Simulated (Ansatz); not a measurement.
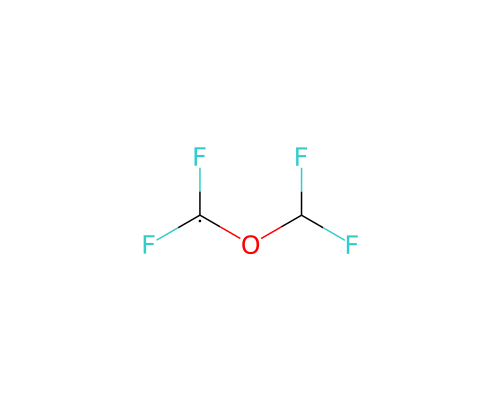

Figure made from data computed with Ansatz.

Skeletal drawing of a molecule. The species is neutral and a spin doublet.

Transcribe the drawing into SMILES.

F[C](F)OC(F)F

What is the molecular formula?

C2HF4O.

An optimisation with PBE0-D4/def2-TZVP gave a structure of which point group?

C1. Other conformers may differ.
